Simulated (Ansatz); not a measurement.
CH₆BF: several calculations on one system

### Relaxation

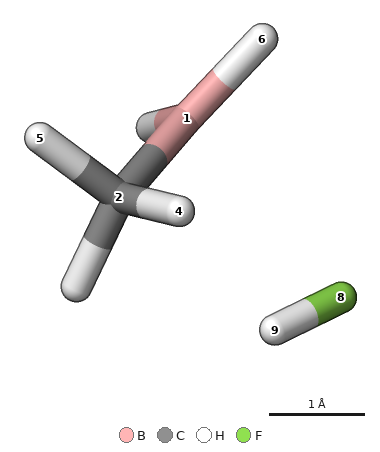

CH$_{6}$BF, before the relaxation. The picture is a stick view, seen from a free direction.

The run prepares an end point of a later path (reaction) calculation, from a guessed geometry.

Theory: RKS B3LYP-D4/def2-SVP in Ansatz 0.2.0.

The input:
```yaml
crystal:
  periodic: [false, false, false]
  atoms:
    - { symbol: B, position_ang: [0.025827, 0.17207, 0.233333] }
    - { symbol: C, position_ang: [0.030474, 0.208431, 1.821047] }
    - { symbol: H, position_ang: [-0.911195, -0.096979, 2.308024] }
    - { symbol: H, position_ang: [0.886092, -0.32771, 2.267022] }
    - { symbol: H, position_ang: [0.174701, 1.270817, 2.101548] }
    - { symbol: H, position_ang: [1.068161, 0.145321, -0.367108] }
    - { symbol: H, position_ang: [-1.00402, 0.333318, -0.374528] }
    - { symbol: F, position_ang: [-0.217658, -2.321912, 0.462534] }
    - { symbol: H, position_ang: [-0.408883, -2.000757, 1.308229] }
basis:
  gaussian: { orbitals: def2-SVP }
hamiltonian:
  xc: b3lyp
  dispersion: d4
relax:
  f_tol: 0.03
  max_steps: 50
```

Run as
```bash
ansatz run input.yaml --threads 1 --pin off --max-ram 2048MiB --backend cpu --events-out ev --progress --plain --runs-dir out
```

Where does the relaxation end?

Answer. The largest move after the best rigid fit is that of F8, 0.28 Å. Largest moves by element: F 0.28 Å, H 0.20 Å, B 0.12 Å, C 0.04 Å. Near-neighbour distances that change, for instance: B1–F8 2.516 → 2.159 Å, B1–C2 1.588 → 1.575 Å, F8–H9 0.925 → 0.930 Å, B1–H6 1.203 → 1.208 Å. After 6 accepted moves (7 points after the start) the energy has fallen by 4.00 kJ/mol. The largest force component goes from 0.43 to 0.012 eV/Å. The line search rejected the trial step at point 4 of the run.

The structure at the end:

```xyz
9

B     0.0198    0.0588    0.2852
C     0.0467    0.2362    1.8504
H    -0.8866   -0.0422    2.3713
H     0.9070   -0.2335    2.3559
H     0.1591    1.3269    2.0175
H     1.0581    0.0422   -0.3312
H    -1.0060    0.2613   -0.3205
F    -0.2125   -2.0879    0.3173
H    -0.4420   -2.1792    1.2142
```

After the run, drawn alike:

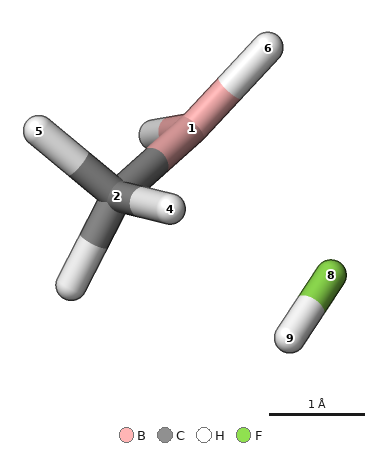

Limits of the set-up: the start holds two separate molecules, 2.2 Å apart at their closest, whose relative position is a soft coordinate.

### Relaxation

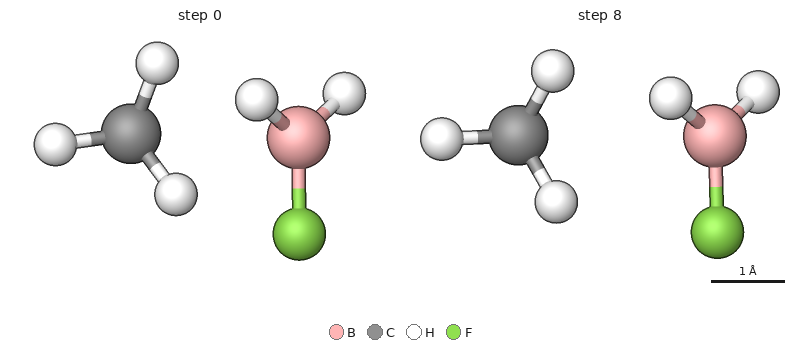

The structure of CH$_{6}$BF before (left) and after (right) a relaxation, at one scale.

The picture is a ball-and-stick view, seen at a tilt.

The run prepares an end point of a later path (reaction) calculation, from a guessed geometry.

Level of theory: RKS B3LYP-D4/def2-SVP (Ansatz).

Input
```yaml
crystal:
  periodic: [false, false, false]
  atoms:
    - { symbol: B, position_ang: [-0.03603, -0.352682, -0.46694] }
    - { symbol: C, position_ang: [-0.038954, -0.200772, 2.335086] }
    - { symbol: H, position_ang: [-0.961081, -0.113722, 2.926942] }
    - { symbol: H, position_ang: [0.815665, -0.379885, 3.003369] }
    - { symbol: H, position_ang: [0.12785, 0.740002, 1.78942] }
    - { symbol: H, position_ang: [1.082104, 0.095367, -0.538452] }
    - { symbol: H, position_ang: [-1.038206, 0.316088, -0.533124] }
    - { symbol: F, position_ang: [-0.172478, -1.667888, -0.397964] }
    - { symbol: H, position_ang: [-0.13537, -1.053908, 1.641762] }
basis:
  gaussian: { orbitals: def2-SVP }
hamiltonian:
  xc: b3lyp
  dispersion: d4
relax:
  f_tol: 0.03
  max_steps: 50
```

Command:
```bash
ansatz run input.yaml --threads 1 --pin off --max-ram 2048MiB --backend cpu --events-out ev --progress --plain --runs-dir out
```

> Summarise the run.

The atom that moves furthest after the best rigid fit is H9 (0.34 Å). By element the largest moves are H 0.34 Å, F 0.30 Å, B 0.28 Å, C 0.21 Å. After 6 accepted moves (8 points after the start) the energy has fallen by 9.29 kJ/mol. The largest force component goes from 0.4 to 0.0037 eV/Å. The line search rejected the trial steps at points 2, 6 of the run.

### Path

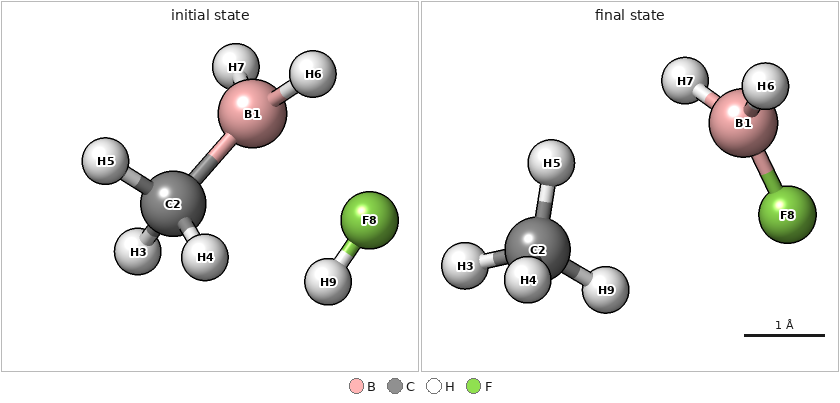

The two relaxed end points of a path for CH₆BF. The picture is a ball-and-stick view, seen at a tilt.

The calculation used RKS B3LYP-D4/def2-SVP in Ansatz.

Run with 5 movable images; climbing image; force threshold 0.05 eV/Å; iteration limit 60.

Start:
```xyz
9

B     0.0192    0.0585    0.2850
C     0.0466    0.2365    1.8501
H    -0.8863   -0.0424    2.3716
H     0.9075   -0.2323    2.3555
H     0.1582    1.3274    2.0169
H     1.0573    0.0426   -0.3317
H    -1.0070    0.2600   -0.3203
F    -0.2114   -2.0883    0.3180
H    -0.4405   -2.1795    1.2150
```

End:
```xyz
9

B    -0.0541   -0.4383   -0.7364
C    -0.0241   -0.1351    2.5402
H    -0.9363    0.0694    3.1181
H     0.8397   -0.1854    3.2178
H     0.1339    0.6771    1.8150
H     1.0672    0.0027   -0.8050
H    -1.0550    0.2345   -0.7829
F    -0.1959   -1.7469   -0.6239
H    -0.1319   -1.0955    2.0171
```

Question: Predict the minimum-energy path and its barrier.

Answer: Forward barrier 13.9 kcal/mol, backward barrier 50.6 kcal/mol, with image 2 at the top; the reaction energy is −36.6 kcal/mol. Breaking: B1–C2 (1.58 → 1.73 at the top → 3.29 Å), F8–H9 (0.93 → 1.14 at the top → 2.72 Å). Forming: B1–F8 (2.16 → 1.65 at the top → 1.32 Å), C2–H9 (2.55 → 1.42 at the top → 1.10 Å). The band converged in 20 iterations. The largest component of the band force went from 6.2 to 0.043 eV/Å. The climbing image converged on the top of the path. Its vibrational analysis gives one imaginary mode (1161i cm⁻¹), as a transition state must have.

Energies of the converged images:

```csv
image,path (Å),E (kcal/mol)
0,0.00,0.0
1,0.60,2.4
2,1.19,13.9
3,1.78,-14.8
4,2.37,-31.6
5,2.96,-35.9
6,3.55,-36.6
```

The geometry at the top of the path:

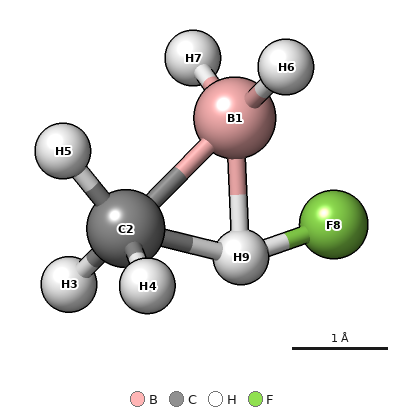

Cost: 2.6 min on 1 thread of Arm Neoverse V2, on a shared host, peak memory 0.13 GiB.
